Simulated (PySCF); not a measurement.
## B2H6Se2: one change and its effect

System: B2H6Se2, charge −2.
Method of run 1: GIAO PBE0/pcSseg-2 NMR shielding, non-relativistic, gas phase (PySCF 2.14.0).

The geometry comes from this level: PBE0-D3(BJ)/def2-SVP. Text and figures count atoms from 1; the logs count them from 0 in places.

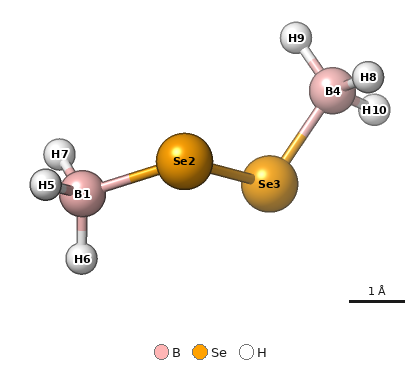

**Figure 1.** The input geometry (ball-and-stick view, seen at a tilt; atoms are numbered from 1 in the order of the input).

### Input, run 1
```
{"job": {"kind": "nmr", "xc": "PBE0", "basis": "pcSseg-2", "pop": false}, "charge": -2, "multiplicity": 1}
B      2.342312    -1.261513     1.136635
Se     0.763550     0.106919     1.077434
Se    -0.882424    -0.737988    -0.449157
B     -2.743957    -0.601220     0.494549
H      3.154614    -0.647162     1.867521
H      2.842579    -1.440616     0.012699
H      2.016309    -2.336491     1.664826
H     -3.049154     0.578394     0.746014
H     -2.808189    -1.311972     1.509584
H     -3.498049    -1.051381    -0.399864
```

The first line tells a small driver script what to run in PySCF; the rest is the geometry in Å.

Hardware: 4 threads of Arm Neoverse N1, 98 GiB of memory available, shared host.

### Output (run 1)
```
coarse grid: 39856 points
cycle   1  E = -4855.7562754760  dE = -2.192e+00  |g| = 1.299e+00  |ddm| = 2.309e+00
cycle   2  E = -4855.7731463589  dE = -1.687e-02  |g| = 9.360e-01  |ddm| = 1.667e+00
cycle   3  E = -4855.8765737017  dE = -1.034e-01  |g| = 1.827e-01  |ddm| = 7.480e-01
cycle   4  E = -4855.8835034858  dE = -6.930e-03  |g| = 4.861e-02  |ddm| = 2.011e-01
cycle   5  E = -4855.8842857293  dE = -7.822e-04  |g| = 1.006e-02  |ddm| = 7.633e-02
cycle   6  E = -4855.8843135302  dE = -2.780e-05  |g| = 1.915e-03  |ddm| = 1.152e-02
cycle   7  E = -4855.8843144046  dE = -8.744e-07  |g| = 5.653e-04  |ddm| = 2.946e-03
final grid: 80800 points
cycle   8  E = -4855.8842444158  dE = -6.203e-08  |g| = 6.835e-04  |ddm| = 2.211e-03
cycle   9  E = -4855.8842443833  dE =  3.247e-08  |g| = 8.742e-04  |ddm| = 1.447e-03
cycle  10  E = -4855.8842444933  dE = -1.100e-07  |g| = 7.743e-05  |ddm| = 7.379e-04
cycle  11  E = -4855.8842444947  dE = -1.356e-09  |g| = 2.207e-05  |ddm| = 9.689e-05
cycle  12  E = -4855.8842444948  dE = -1.173e-10  |g| = 2.848e-06  |ddm| = 2.454e-05
converged SCF energy = -4855.8842444948

GIAO shielding tensors (ppm)
atom      isotropic    diamagn.    paramagn.     s11        s22        s33       span
  0 B      125.901     179.071     -53.171    111.889    114.955    150.857     38.968
  1 Se    1746.230    3002.448   -1256.217   1134.369   1436.245   2668.078   1533.710
  2 Se    1750.995    3002.427   -1251.432   1140.336   1445.725   2666.924   1526.588
  3 B      125.808     179.187     -53.378    111.285    115.315    150.826     39.541
  4 H       29.628      29.153       0.474     25.957     26.377     36.548     10.592
  5 H       29.330      28.769       0.560     25.739     27.162     35.088      9.348
  6 H       29.176      28.691       0.485     25.568     27.363     34.596      9.028
  7 H       29.315      28.837       0.478     25.697     27.128     35.121      9.425
  8 H       29.193      28.670       0.523     25.632     27.375     34.571      8.939
  9 H       29.611      29.178       0.434     26.058     26.281     36.495     10.437
```

Run 2 used a changed input.

### The two runs side by side

| quantity | run 1 | run 2 |
| --- | --- | --- |
| outcome | converged | converged |
| total energy (hartree) | −4855.884244 | −4856.649027 |
| HOMO (eV) | 3.13 | 1.36 |
| LUMO (eV) | 7.37 | 8.99 |
| shielding of B1 (ppm) | 125.9 | 127.3 |
| shielding of Se2 (ppm) | 1746.2 | 1773.2 |
| shielding of Se3 (ppm) | 1751.0 | 1777.7 |
| shielding of B4 (ppm) | 125.8 | 127.2 |
| shielding of H5 (ppm) | 29.6 | 29.8 |
| shielding of H6 (ppm) | 29.3 | 29.5 |
| shielding of H10 (ppm) | 29.6 | 29.8 |
| SCF iterations | 12 | 12 |
| basis functions | 282 | 282 |
| wall time (shared host) | 52 s | 70 s |

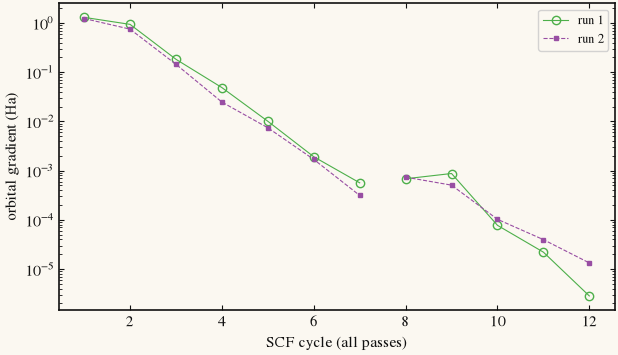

**Figure 2.** Convergence of the two runs: orbital gradient against the SCF cycle. A break in a curve parts two SCF passes (coarse and final grid). Run 1 takes 12 cycles in all, and run 2 takes 12.

Which change of the input explains these differences?

The change (lines with − go, lines with + come):
```diff
-"xc": "PBE0"
+"xc": "wB97X-D"
```

The total energies belong to different methods, so their difference says nothing on which is more stable or more accurate. The HOMO goes from 3.13 to 1.36 eV. The LUMO goes from 7.37 to 8.99 eV. Of all shieldings, the largest change is that of Se2, by +27.0 ppm. The functional changes from PBE0 to wB97X-D. The number of SCF iterations is the same.

### Output (run 2)
```
coarse grid: 39856 points
cycle   1  E = -4856.5616274132  dE = -2.245e+00  |g| = 1.231e+00  |ddm| = 2.251e+00
cycle   2  E = -4856.6204390730  dE = -5.881e-02  |g| = 7.484e-01  |ddm| = 9.852e-01
cycle   3  E = -4856.6478042525  dE = -2.737e-02  |g| = 1.446e-01  |ddm| = 2.121e-01
cycle   4  E = -4856.6492774905  dE = -1.473e-03  |g| = 2.470e-02  |ddm| = 9.628e-02
cycle   5  E = -4856.6494245577  dE = -1.471e-04  |g| = 7.425e-03  |ddm| = 4.673e-02
cycle   6  E = -4856.6494487091  dE = -2.415e-05  |g| = 1.690e-03  |ddm| = 1.807e-02
cycle   7  E = -4856.6494499883  dE = -1.279e-06  |g| = 3.137e-04  |ddm| = 5.265e-03
final grid: 80800 points
cycle   8  E = -4856.6490268631  dE = -2.619e-06  |g| = 7.372e-04  |ddm| = 4.167e-03
cycle   9  E = -4856.6490269500  dE = -8.687e-08  |g| = 5.071e-04  |ddm| = 1.035e-03
cycle  10  E = -4856.6490269775  dE = -2.755e-08  |g| = 1.026e-04  |ddm| = 3.209e-04
cycle  11  E = -4856.6490269806  dE = -3.108e-09  |g| = 3.967e-05  |ddm| = 2.549e-04
cycle  12  E = -4856.6490269813  dE = -6.912e-10  |g| = 1.335e-05  |ddm| = 1.038e-04
converged SCF energy = -4856.6490269813

GIAO shielding tensors (ppm)
atom      isotropic    diamagn.    paramagn.     s11        s22        s33       span
  0 B      127.306     177.768     -50.462    113.210    116.839    151.870     38.660
  1 Se    1773.213    3002.628   -1229.416   1159.396   1477.136   2683.106   1523.711
  2 Se    1777.672    3002.609   -1224.937   1166.112   1484.747   2682.156   1516.045
  3 B      127.209     177.871     -50.662    112.641    117.149    151.837     39.195
  4 H       29.829      29.238       0.591     26.165     26.634     36.689     10.524
  5 H       29.484      28.793       0.691     25.886     27.341     35.225      9.339
  6 H       29.329      28.701       0.628     25.723     27.518     34.747      9.024
  7 H       29.469      28.857       0.612     25.842     27.308     35.256      9.414
  8 H       29.345      28.677       0.667     25.784     27.526     34.724      8.940
  9 H       29.814      29.256       0.558     26.259     26.547     36.636     10.377
```

For both runs: Spin–orbit coupling is left out, which matters for the heavy atoms. The highest filled orbital lies above zero: either the extra electron isn't bound at this level, or the self-interaction error of the functional lifts the level.
